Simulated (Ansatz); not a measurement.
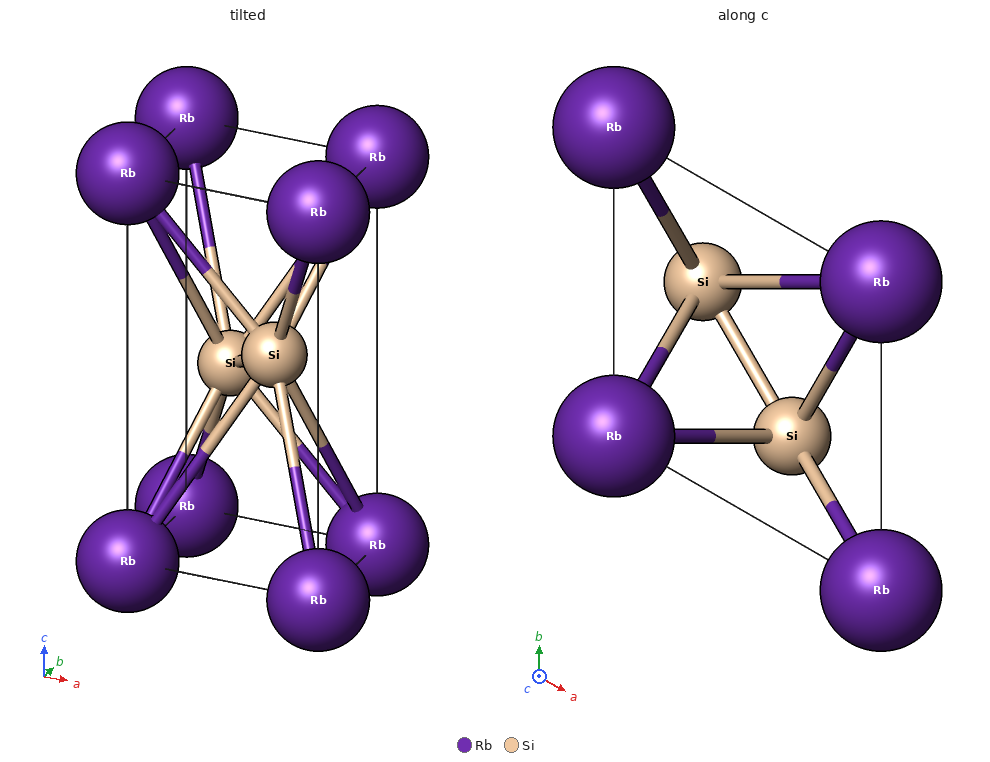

View slightly off an axis and along the c axis, drawn as a ball-and-stick model. The parallelepiped is the conventional unit cell.

RbSi2, space group P-3m1 (No. 164), a = 3.972 Å, b = 3.972 Å, c = 6.047 Å, α = 90.00°, β = 90.00°, γ = 120.00°. Its origin is a structure type filled with these elements by a generator (whether the compound takes this form wasn't checked). Earlier steps of the study may have refined or changed the cell and positions. A calculation with Ansatz used it as input.

This one geometry was computed with Ansatz (DFT, plane waves, PAW) at three levels of theory: PBE, r2SCAN and PBEsol.

### How does the band gap change with the level of theory?

All levels give a metal.

### Collect the results in a table.

| level | cutoff (eV) | k-mesh of the run's cell | gap (eV) | pressure (GPa) |
| --- | --- | --- | --- | --- |
| PBE | 420 | 12×12×8 | metal | 0.0 |
| r2SCAN | 500 | 12×12×8 | metal | -0.8 |
| PBEsol | 420 | 12×12×8 | metal | -1.4 |

Gaps are taken on the k-mesh or band path of each run.
